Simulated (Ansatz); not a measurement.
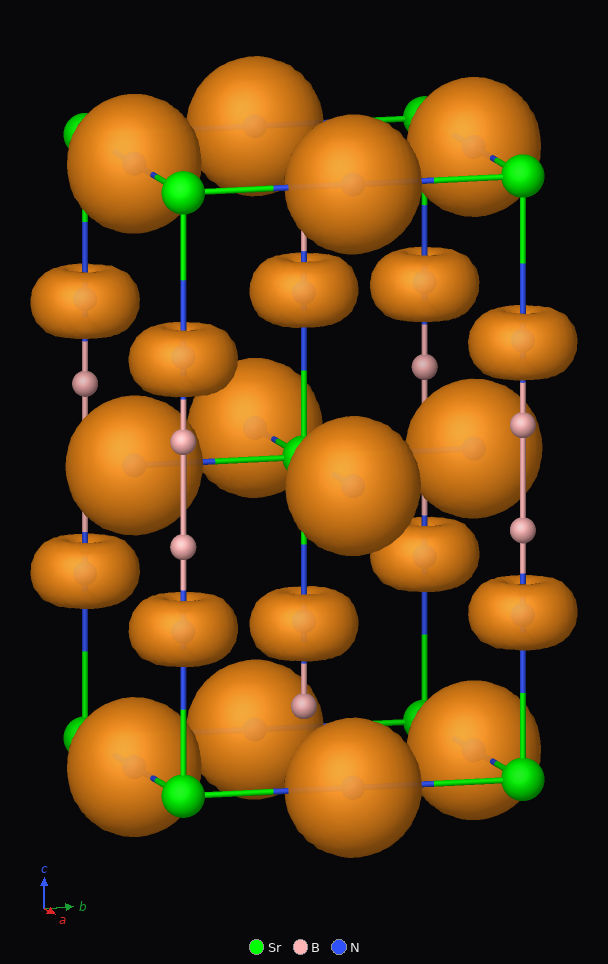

Figure 1: SrB$_{2}$N$_{4}$. Isosurfaces of the magnetisation density (up minus down) at +0.1 (orange) and −0.1 e/Å³ (purple), seen slightly off an axis. Sticks mark near contacts.

Space group I4/mmm; a structure generated by program, which may or may not match a known phase; spin-polarised.

These are results of Ansatz 0.2.0, DFT PBE, scalar-relativistic, plane waves, PAW, not measurements.

The density is the valence pseudo-density of a PAW calculation; it isn't the true density close to the nuclei.

```yaml
crystal:
  lattice:
    - [5.33036, 0.00000, 0.00000]
    - [0.00000, 5.33036, 0.00000]
    - [0.00000, 0.00000, 9.23498]
  atoms:
    - { symbol: Sr, position: [0.00000, 0.00000, 0.00000] }
    - { symbol: Sr, position: [0.50000, 0.50000, 0.50000] }
    - { symbol: B, position: [0.00000, 0.00000, 0.41287] }
    - { symbol: B, position: [0.50000, 0.50000, 0.91287] }
    - { symbol: B, position: [0.00000, 0.00000, 0.58713] }
    - { symbol: B, position: [0.50000, 0.50000, 0.08713] }
    - { symbol: N, position: [0.50000, 0.00000, 0.00000] }
    - { symbol: N, position: [0.00000, 0.50000, 0.50000] }
    - { symbol: N, position: [0.00000, 0.50000, 0.00000] }
    - { symbol: N, position: [0.50000, 0.00000, 0.50000] }
    - { symbol: N, position: [0.00000, 0.00000, 0.27247] }
    - { symbol: N, position: [0.50000, 0.50000, 0.77247] }
    - { symbol: N, position: [0.00000, 0.00000, 0.72753] }
    - { symbol: N, position: [0.50000, 0.50000, 0.22753] }
```

Where is the spin, and how is it ordered?

Answer. The spin density sits on N: +2.2 μB (×4) in one cell of 14 atoms, with smaller moments on other sites: N (up to +0.26 μB): parallel moments (a ferromagnetic arrangement) in this solution. The cell of the calculation (7 atoms) carries 6.0 μB of net spin moment. Only one sign reaches the isovalue.
